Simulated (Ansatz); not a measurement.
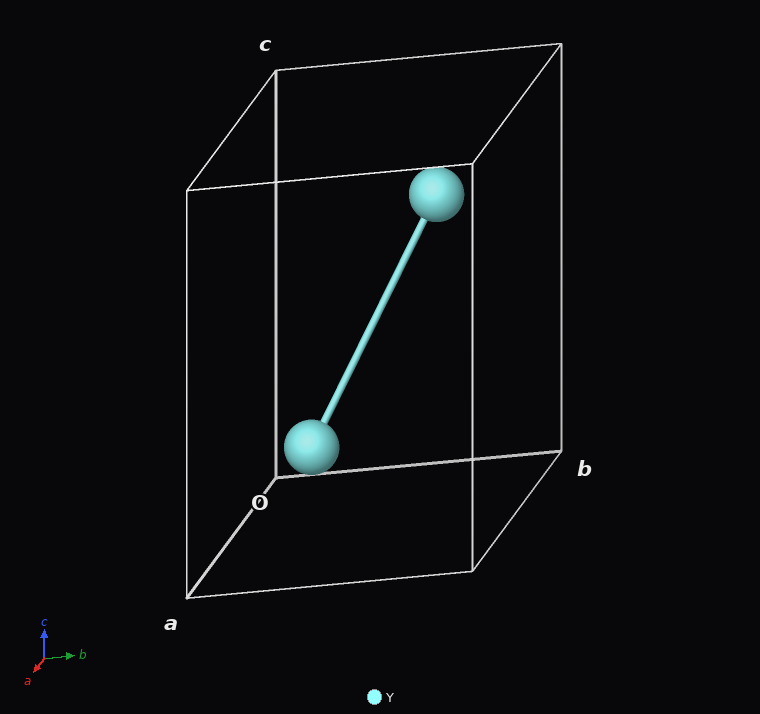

For Y, coordinates from a relaxation at fixed volume with DFT r2SCAN, scalar-relativistic, plane waves, PAW in Ansatz: one unit cell is drawn above. Geometry calculated from the standardised cell; symmetry tolerance 0.002 Å.

```yaml
crystal:
  lattice:
    - [3.66670, 0.00000, 0.00000]
    - [-1.83335, 3.17545, 0.00000]
    - [0.00000, 0.00000, 5.66670]
  atoms:
    - { symbol: Y, position: [0.33333, 0.66667, 0.75000] }
    - { symbol: Y, position: [0.66667, 0.33333, 0.25000] }
```

What is its point group?

Answer. 6/mmm (D6h), order 24, hexagonal system: one sixfold axis, six twofold axes, seven mirror planes, an inversion centre.

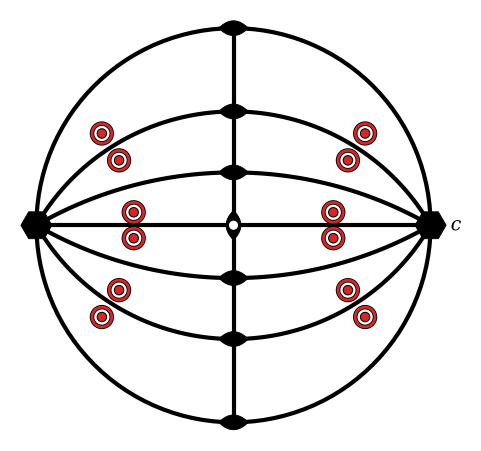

Stereographic projection: filled dots lie in the upper hemisphere, open rings in the lower; heavy lines are mirror planes (a heavy rim: a mirror in the plane of the page); lens, triangle, square and hexagon are 2-, 3-, 4- and 6-fold axes, a lens in an open square is −4, a triangle in an open hexagon −6; thin dashed diameters join the ends of axes that lie in the page; a small open circle marks inversion. The poles are one general form. The a axis points at the viewer.

What does this class allow?

Answer. Class 6/mmm is centrosymmetric, so neither piezoelectric nor pyroelectric; it is not chiral. Its Laue class is 6/mmm.
